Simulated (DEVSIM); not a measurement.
System: abrupt Ge p-n junction, at 400 K.

```csv
layer (left to right),material,thickness (μm),Nd (cm⁻³),Na (cm⁻³),τn (s),τp (s)
1,Ge,0.230,-,1.5e15,1.2e-7,1.2e-7
2,Ge,0.390,2.1e14,-,1.2e-7,1.2e-7
```

Left contact: ohmic. Right contact: ohmic. Voltage is applied to the left contact. Recombination: SRH at mid-gap, Auger. Mobility is μmin + (μ − μmin)/(1 + (N/Nref)^α).

Constants are typed, rounded textbook-type inputs, not results; the design itself was drawn at random and stands for no fabricated device. Values at 300 K; Nc and Nv go as T^1.5, mobilities as T to minus their exponent, the gap by Varshni's rule with the affinity fixed.

```tsv
parameter	Ge
gap (eV)	0.664
affinity (eV)	4
permittivity	16
Nc (cm⁻³)	1.04e19
Nv (cm⁻³)	6e18
μn (cm²/Vs)	3900
μp (cm²/Vs)	1900
μn,min	150
μp,min	100
Nref,n	2.6e17
Nref,p	4e17
αn	0.56
αp	0.6
T exponent of μn	1.66
T exponent of μp	2.33
Cn (cm⁶/s)	1e-31
Cp (cm⁶/s)	1e-31
Varshni α (eV/K)	0.000477
Varshni β (K)	235
```

Model (solved in DEVSIM): 1D drift-diffusion, Boltzmann statistics, complete ionisation; no tunnelling, impact ionisation, image-force lowering or self-heating.

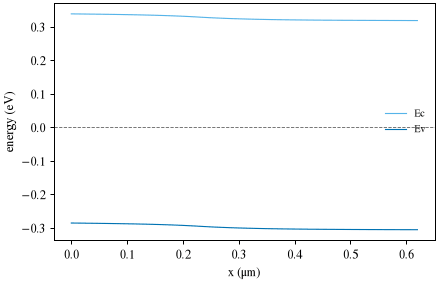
Band edges at zero bias

Energies count from the Fermi level of the right contact; mesh points crowd at the junctions.

```csv
x (μm),Ec (eV),Ev (eV),n (cm⁻³),p (cm⁻³),field (V/cm)
0.000,0.339,-0.285,8.6e14,2.4e15,-190
0.01027,0.339,-0.285,8.6e14,2.3e15,-190
0.02576,0.338,-0.286,8.7e14,2.3e15,-200
0.04465,0.338,-0.286,8.8e14,2.3e15,-210
0.08363,0.337,-0.287,9.1e14,2.2e15,-270
0.1196,0.336,-0.288,9.4e14,2.2e15,-350
0.1550,0.335,-0.290,9.8e14,2.1e15,-490
0.1910,0.332,-0.292,1.0e15,2.0e15,-680
0.2085,0.331,-0.293,1.1e15,1.9e15,-810
0.2228,0.330,-0.294,1.1e15,1.8e15,-930
0.2320,0.329,-0.295,1.1e15,1.8e15,-970
0.2495,0.327,-0.297,1.2e15,1.7e15,-820
0.2673,0.326,-0.298,1.2e15,1.6e15,-690
0.2918,0.325,-0.299,1.3e15,1.6e15,-550
0.3446,0.322,-0.302,1.4e15,1.5e15,-330
0.3984,0.321,-0.303,1.4e15,1.4e15,-200
0.4679,0.320,-0.304,1.5e15,1.4e15,-100
0.5172,0.320,-0.305,1.5e15,1.3e15,-70
0.5656,0.319,-0.305,1.5e15,1.3e15,-52
0.5881,0.319,-0.305,1.5e15,1.3e15,-48
0.6044,0.319,-0.305,1.5e15,1.3e15,-46
0.6200,0.319,-0.305,1.5e15,1.3e15,-46
```
